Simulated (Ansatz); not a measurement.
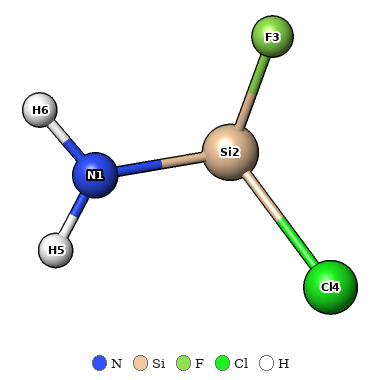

The system is ClFH2NSi, SMILES N[Si](F)Cl, spin multiplicity 2; the picture shows the reference structure. Coordinates scanned: (1) angle H5–N1–Si2; (2) dihedral H5–N1–Si2–F3. Nothing is relaxed (all other coordinates rigid). The grid has 9 × 9 points. All energies are given in kJ/mol relative to the lowest grid point. Computed with UKS r2SCAN0-D4/def2-SVP (Ansatz 0.2.0).

Its coordinates:

```xyz
6

N    -0.4661    0.7458    0.0277
Si    0.4240   -0.6149   -0.4877
F     1.9540   -0.3340   -0.0454
Cl   -0.3014   -2.2754    0.5087
H    -1.4757    0.7373    0.0417
H    -0.0926    1.6773   -0.0913
```

Range: angle H5–N1–Si2 from 96.3 to 146.3°; dihedral H5–N1–Si2–F3 from −180 to 140°.

What landscape does the calculation give?

Answer. The lowest grid point is at angle H5–N1–Si2 = 121.3°, dihedral H5–N1–Si2–F3 = −180°. A higher local minimum lies near angle H5–N1–Si2 = 121.3°, dihedral H5–N1–Si2–F3 = 20° (4.5 kJ/mol above the lowest at that grid point). The highest grid point, angle H5–N1–Si2 = 96.3°, dihedral H5–N1–Si2–F3 = 100°, lies 57.9 kJ/mol above the lowest. On the interpolated surface the easiest way out of the lowest well to the well at about angle H5–N1–Si2 = 121°, dihedral H5–N1–Si2–F3 = 5° passes a barrier of about 13 kJ/mol, counted from the interpolated bottom of the well. Round the minimum the two coordinates are nearly uncoupled.

```tsv
dihedral H5–N1–Si2–F3 ↓, angle H5–N1–Si2 →	96.3	102.5	108.8	115.0	121.3	127.5	133.8	140.0	146.3
140	52.9	33.3	19.1	10.6	7.3	9.4	16.8	29.2	47.0
100	57.9	38.7	24.8	16.5	13.5	15.7	23.1	35.6	53.3
60	51.0	32.4	19.2	11.6	9.3	12.1	20.2	33.2	51.4
20	44.2	26.4	13.8	6.6	4.5	7.4	15.5	28.3	46.5
−20	44.9	27.4	15.0	7.8	5.5	8.1	15.9	28.4	46.1
−60	53.2	34.9	21.9	14.2	11.7	14.2	21.9	34.4	52.1
−100	52.2	33.7	20.5	12.9	10.3	12.9	20.8	33.6	51.8
−140	43.7	25.2	12.1	4.4	1.9	4.5	12.4	25.3	43.5
−180	43.7	24.6	10.8	2.8	0.0	2.5	10.3	23.1	41.2
```

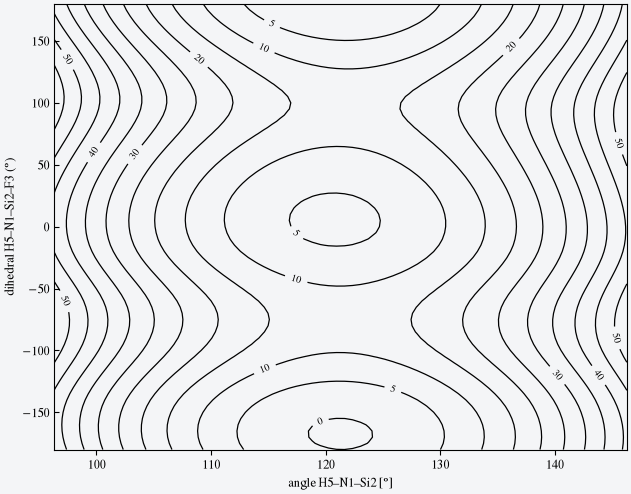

Drawn: contour lines labelled in kJ/mol. Between grid points the surface is interpolated.

Each point was launched as `ansatz run input.yaml --threads 1 --pin off --max-ram 2560MiB --backend cpu --events-out ev --progress --plain --runs-dir out`. The whole map (81 points run) took 17 min on 1 thread of Arm Neoverse V1, with other jobs on the host.
